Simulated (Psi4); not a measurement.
# B3LYP/def2-SV(P) (core potential, sweep point 1) run of CH5FOSn (SMILES FC[O][SnH3])

Aim: the energy change on altering one bond length of CH5FOSn at B3LYP/def2-SV(P) (core potential, sweep point 1), from 2 runs. 

Program for the calculation: Psi4 1.11.

## (1) Starting point

CH5FOSn has 9 atoms, charge 0, and is taken as a singlet. SMILES: `FC[O][SnH3]`. The shape is that of a PBE0-D4/def2-TZVP optimisation. This is one conformer, not always the lowest.

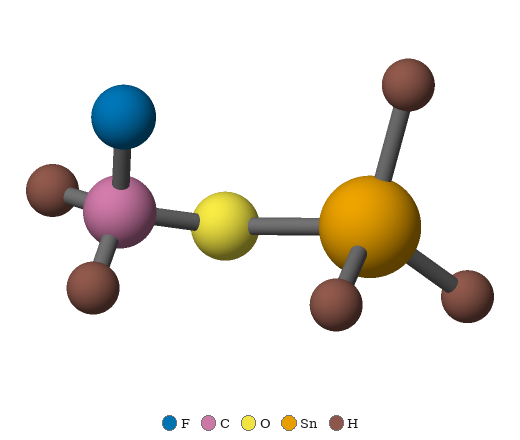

Viewed from a chosen angle; fluorine blue, carbon pink, oxygen yellow, tin amber, hydrogen brown.

## (2) A single-point energy at B3LYP/def2-SV(P) (core potential, sweep point 1)

The input, job.inp:

```
memory 1600 MB

molecule {
  0 1
  F     -0.596800     1.754200     0.031500
  C     -1.291500     0.566100     0.277800
  O     -0.736000    -0.463400    -0.405000
  Sn     1.239300    -0.701500    -0.319700
  H     -1.258800     0.434000     1.369300
  H     -2.319100     0.724600    -0.066100
  H      1.690100    -0.390300     1.294800
  H      1.407800    -2.333100    -0.765300
  H      1.953500     0.363100    -1.434400
  symmetry c1
}

set reference rks
set puream true
set scf_type pk
set dft_radial_points 99
set dft_spherical_points 590

E, wfn = energy("b3lyp/def2-SV(P)", return_wfn=True)
```

Command:

```bash
$ psi4 -n 1 job.inp job.out
```

job.out, cut to the lines that bear on the results:

```text
[...]
    !!!  WARNING: ECP capability is in beta. Please check occupations closely.  !!!
[...]
  Running in c1 symmetry.
[...]
  Nuclear repulsion =  215.208411609404635
[...]
  Multiplicity = 1
[...]
  Nalpha       = 25
  Nbeta        = 25
[...]
    Number of basis functions: 78
[...]
   @RKS iter   1:  -430.15395869148279   -1.40127e+00   8.64503e-03 ADIIS/DIIS
[...]
   @RKS iter   9:  -430.34857771218481   -2.33449e-08   2.51983e-07 DIIS
[...]
    Orbital Energies [Eh]
    ---------------------
    Doubly Occupied:
       1A    -24.661777     2A    -19.127832     3A    -10.295324
       4A     -5.120923     5A     -3.463949     6A     -3.461088
       7A     -3.460537     8A     -1.169405     9A     -1.062852
      10A     -1.046508    11A     -1.045786    12A     -1.042181
      13A     -1.041988    14A     -0.977410    15A     -0.655861
      16A     -0.546517    17A     -0.502610    18A     -0.498829
      19A     -0.464091    20A     -0.374792    21A     -0.371583
      22A     -0.348184    23A     -0.343382    24A     -0.311837
      25A     -0.279233
[...]
  @RKS Final Energy:  -430.34857771218481
   => Energetics <=
    Nuclear Repulsion Energy =            215.2084116094046351
    One-Electron Energy =               -1102.1097167059351705
    Two-Electron Energy =                 492.5831763603393370
    DFT Exchange-Correlation Energy =     -36.0304489759935578
    Empirical Dispersion Energy =           0.0000000000000000
    VV10 Nonlocal Energy =                  0.0000000000000000
    Total Energy =                       -430.3485777121848059
[...]
 Multipole Moments:
 ------------------------------------------------------------------------------------
     Multipole            Electronic (a.u.)      Nuclear  (a.u.)        Total (a.u.)
 ------------------------------------------------------------------------------------
 L = 1.  Multiply by 2.5417464519 to convert [e a0] to [Debye]
 Dipole X            :         43.2839147          -42.8719753            0.4119393
 Dipole Y            :        -27.1144451           26.7267383           -0.3877068
 Dipole Z            :         -6.9904459            7.2684591            0.2780132
 Magnitude           :                                                    0.6303189
[...]
```

Wall time 14 s (1 thread of AMD EPYC 7B13 (Zen 3), shared host); peak memory 0.77 GiB.

## (3) The distorted shape, same level

The input, calc.in:

```
memory 1600 mb

molecule {
  0 1
  F      0.225310     1.627395     0.306630
  C     -0.469390     0.439295     0.552930
  O      0.086110    -0.590205    -0.129870
  Sn     2.061410    -0.828305    -0.044570
  H     -0.436690     0.307195     1.644430
  H     -2.319100     0.724600    -0.066100
  H      2.512210    -0.517105     1.569930
  H      2.229910    -2.459905    -0.490170
  H      2.775610     0.236295    -1.159270
  units angstrom
  symmetry c1
}

set {
  basis def2-SV(P)
  reference rks
  puream true
  scf_type pk
  dft_radial_points 99
  dft_spherical_points 590
}

result, w = energy("b3lyp", return_wfn=True)
print_variables()
```

Command:

```bash
$ psi4 calc.in calc.out -n 1
```

calc.out, cut to the lines that bear on the results:

```text
[...]
    !!!  WARNING: ECP capability is in beta. Please check occupations closely.  !!!
[...]
  Running in c1 symmetry.
[...]
  Nuclear repulsion =  212.069582970438404
[...]
  Multiplicity = 1
[...]
  Nalpha       = 25
  Nbeta        = 25
[...]
    Number of basis functions: 78
[...]
   @RKS iter   1:  -430.01554203344818   -1.48703e+00   8.81472e-03 DIIS/ADIIS
[...]
   @RKS iter  10:  -430.23599017335766   -2.04315e-08   2.14689e-07 DIIS
[...]
    Orbital Energies [Eh]
    ---------------------
    Doubly Occupied:
       1A    -24.690451     2A    -19.155830     3A    -10.350392
       4A     -5.135489     5A     -3.479186     6A     -3.475313
       7A     -3.474756     8A     -1.191915     9A     -1.079681
      10A     -1.060975    11A     -1.060320    12A     -1.056513
      13A     -1.056279    14A     -0.997726    15A     -0.649078
      16A     -0.563000    17A     -0.522406    18A     -0.483788
      19A     -0.463153    20A     -0.393448    21A     -0.375437
      22A     -0.362550    23A     -0.347439    24A     -0.318902
      25A     -0.253110
[...]
  @RKS Final Energy:  -430.23599017335766
   => Energetics <=
    Nuclear Repulsion Energy =            212.0695829704384039
    One-Electron Energy =               -1095.0696021078283593
    Two-Electron Energy =                 488.6376389518941323
    DFT Exchange-Correlation Energy =     -35.8736099878618973
    Empirical Dispersion Energy =           0.0000000000000000
    VV10 Nonlocal Energy =                  0.0000000000000000
    Total Energy =                       -430.2359901733576635
[...]
 Multipole Moments:
 ------------------------------------------------------------------------------------
     Multipole            Electronic (a.u.)      Nuclear  (a.u.)        Total (a.u.)
 ------------------------------------------------------------------------------------
 L = 1.  Multiply by 2.5417464519 to convert [e a0] to [Debye]
 Dipole X            :         45.1429156          -43.9702140            1.1727015
 Dipole Y            :        -27.4522502           26.8961343           -0.5561159
 Dipole Z            :         -6.5103319            6.9009189            0.3905871
 Magnitude           :                                                    1.3553789
[...]
```

It took 15 s on 1 thread of AMD EPYC 7B13 (Zen 3), shared host; peak memory 0.76 GiB.

## (4) Results

Level: B3LYP/def2-SV(P) (core potential, sweep point 1).

```
                                                         quantity          value
                                        first shape: total energy  -430.34858 Eh
                                       first shape: dipole moment         1.60 D
                                         first shape: HOMO energy       -7.60 eV
                                         first shape: LUMO energy       -0.39 eV
                                       first shape: HOMO–LUMO gap        7.21 eV
                                    distorted shape: total energy  -430.23599 Eh
                                   distorted shape: dipole moment         3.45 D
                                     distorted shape: HOMO energy       -6.89 eV
                                     distorted shape: LUMO energy       -1.76 eV
                                   distorted shape: HOMO–LUMO gap        5.13 eV
energy change with the C2–H6 bond stretched from 1.095 to 1.971 Å       3.064 eV
```

**Reading.** With the C2–H6 bond stretched from 1.095 to 1.971 Å the energy rises by 3.06 eV (71 kcal/mol). The first shape isn't relaxed at this level, so the change isn't measured from a minimum. A restricted reference can't describe the breaking bond well at this length.
